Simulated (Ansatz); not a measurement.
## SnO2, response to strain

Take SnO$_{2}$ in the rutile structure (space group P4_2/mnm, No. 136; a = 4.769 Å, c = 3.212 Å) as the base. Axes: x, y, z lie along a, b, c of the conventional cell.

Strains are applied to the cell and any free atomic positions relax; under biaxial strain the out-of-plane vector relaxes too.

The values are results of PBEsol (Ansatz, a program for electronic structure, PAW, no spin-orbit coupling), not measurements.

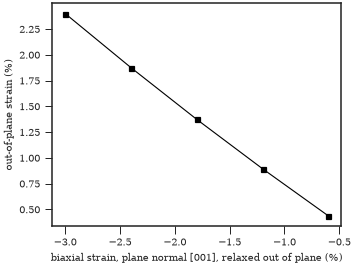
Fig. 1. Out-of-plane strain against biaxial strain, plane normal [001], relaxed out of plane

```json
[
 {"biaxial strain, plane normal [001], relaxed out of plane (%)": "-3", "out-of-plane strain": "+2.40 %"},
 {"biaxial strain, plane normal [001], relaxed out of plane (%)": "-2.4", "out-of-plane strain": "+1.88 %"},
 {"biaxial strain, plane normal [001], relaxed out of plane (%)": "-1.8", "out-of-plane strain": "+1.37 %"},
 {"biaxial strain, plane normal [001], relaxed out of plane (%)": "-1.2", "out-of-plane strain": "+0.89 %"},
 {"biaxial strain, plane normal [001], relaxed out of plane (%)": "-0.6", "out-of-plane strain": "+0.44 %"}
]
```

Stability against distortions was not tested.
